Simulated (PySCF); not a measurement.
**C2H9FGe2O (SMILES CO[C](F)([GeH3])[GeH3]): density, localisation and related maps**

```yaml
atoms:
  - { symbol: C, position_ang: [2.0465, 0.4825, 0.3535] }
  - { symbol: O, position_ang: [0.7870, 0.9682, -0.0673] }
  - { symbol: C, position_ang: [-0.2947, 0.1839, 0.2569] }
  - { symbol: F, position_ang: [-0.4669, 0.2046, 1.6746] }
  - { symbol: Ge, position_ang: [-1.8140, 1.2205, -0.4977] }
  - { symbol: Ge, position_ang: [-0.2051, -1.7715, -0.1474] }
  - { symbol: H, position_ang: [2.2801, -0.4647, -0.1512] }
  - { symbol: H, position_ang: [2.0646, 0.3316, 1.4364] }
  - { symbol: H, position_ang: [2.7780, 1.2381, 0.0753] }
  - { symbol: H, position_ang: [-3.1217, 0.6481, -0.0519] }
  - { symbol: H, position_ang: [-1.7399, 1.1802, -1.9883] }
  - { symbol: H, position_ang: [-1.6776, 2.6245, -0.0211] }
  - { symbol: H, position_ang: [-1.5819, -2.3241, 0.0208] }
  - { symbol: H, position_ang: [0.6962, -2.4880, 0.8115] }
  - { symbol: H, position_ang: [0.2449, -2.0256, -1.5534] }
```

Geometry: GFN2-xTB.

Theory: wB97X-D/def2-SVPD, SCF density, gas phase (PySCF 2.14.0).

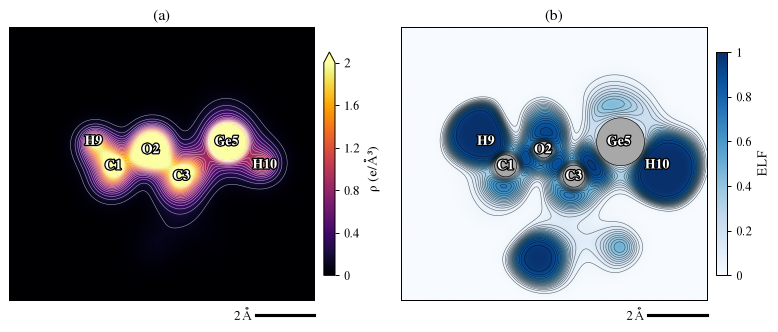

Figure 1. (a) electron density; (b) ELF on the plane of atoms C1, O2 and C3. Grey discs cover the atomic cores in the ELF map.

Question: Read the bonding off the picture.

Answer:
- The section cuts through C, O, Ge and H sites.
- C–O (1.37 Å): ρ is about 2.3 e/Å³ halfway, with its minimum of 1.9 e/Å³ about 0.5 Å from C; the ELF peaks at about 0.90 between the atoms, as expected for a polar covalent bond.
- C–Ge (1.99 Å): ρ at the midpoint is about 0.88 e/Å³; the ELF peaks at about 0.95 in the valence shell of C, 0.7 Å from its nucleus, and is about 0.75 at the midpoint.
- C–H (1.09 Å): ρ is about 2 e/Å³ halfway; the ELF climbs to about 1 towards the hydrogen, as it does in any bond to H (a covalent bond by its length).
- Ge–H (1.50 Å): ρ is about 1.2 e/Å³ halfway; the ELF climbs to about 1 towards the hydrogen.
- The ELF also peaks beside O2, away from the bonds: lone-pair regions.

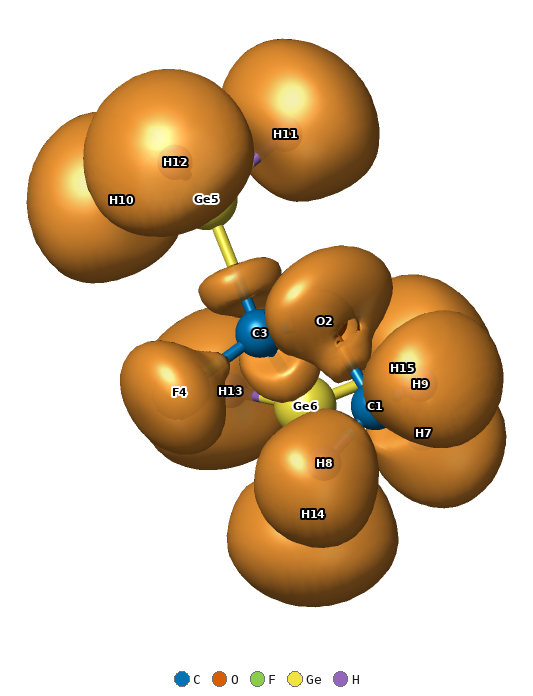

Figure 2. Isosurface of the ELF at 0.75 (orange), seen at an oblique angle. Core shells and regions of very low density are left out.

Question: Where are the electrons localised?

Answer: The surface consists of nine regions around hydrogen nuclei, one region on C in which the atom's valence shell and bonds are merged, one region on F in which the atom's valence shell and bonds are merged and one region on O in which the atom's valence shell and bonds are merged. Profiles from the grid: C–F (1.43 Å): the ELF peaks at about 0.80 between the atoms (a shared but strongly polarised pair).

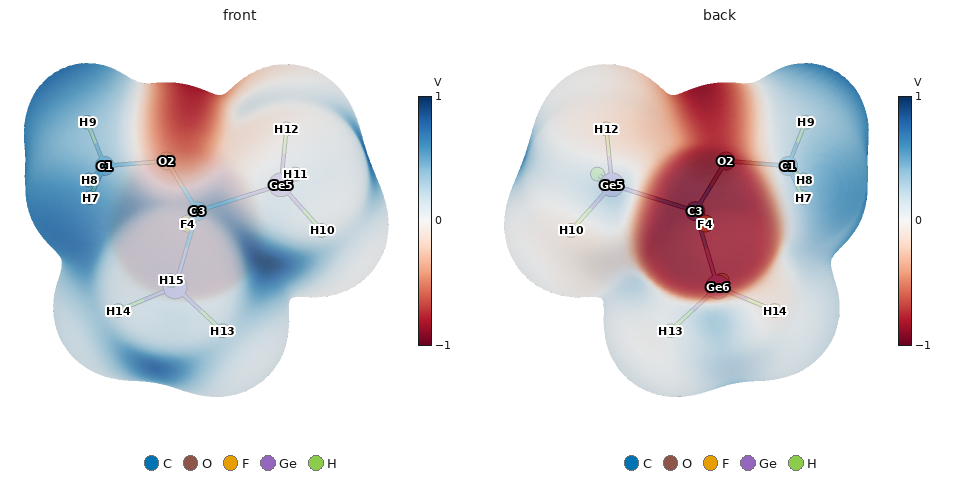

Figure 3. The molecular electrostatic potential painted on the density surface at 0.001 e/bohr³, seen from the front and from behind; the colour scale runs from red (negative) to blue (positive).

Question: Describe the electrostatic potential map.

Answer: The most negative region (about −1.0 V) lies over F4, the most positive (about +0.9 V) over Ge5 and Ge6.
